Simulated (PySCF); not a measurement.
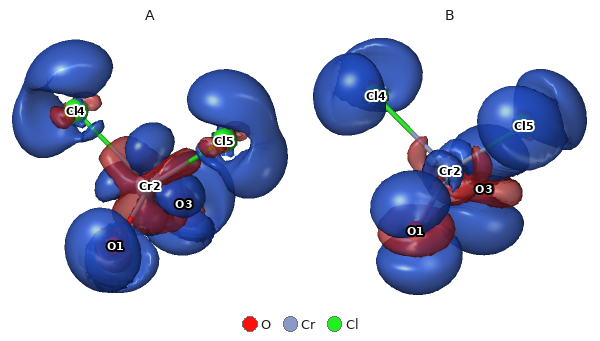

Cl$_{2}$CrO$_{2}$, SMILES `O=[Cr](=O)(Cl)Cl`. The two Fukui functions at ±0.02 e/Å³ (blue positive, red negative).

Computed with PySCF, r2SCAN/def2-TZVP, geometry: GFN2-xTB. This is a single-reference result, which may miss multireference character in this system. No frequency check shows the geometry to be a minimum. GFN2-xTB bond lengths at metals and heavier atoms can be off by up to 0.1 Å and shapes distorted, which carries into these values.

**Which panel is f⁻ (electron removed) and which f⁺ (electron added)?**

A is f⁺, B is f⁻. f⁻ (Hirshfeld-condensed) is largest on Cl4 and Cl5 (0.24 each) and O1 and O3 (0.20 each); the vertical ionisation energy is 11.53 eV (the stability of the cation's solution wasn't checked). f⁺ (Hirshfeld-condensed) is largest on Cl4 and Cl5 (0.24 each), Cr2 (0.20) and O1 and O3 (0.16 each); the vertical electron affinity is 3.02 eV (the stability of the anion's solution wasn't checked; rough: the basis has no diffuse functions).

**What chemical potential and hardness follow from the two energies?**

μ = −(I + A)/2 = −7.27 eV and η = I − A = 8.51 eV.

Run time: 6.1 min on 1 thread of Arm Neoverse V1, with other jobs on the host, peak memory 0.81 GiB.
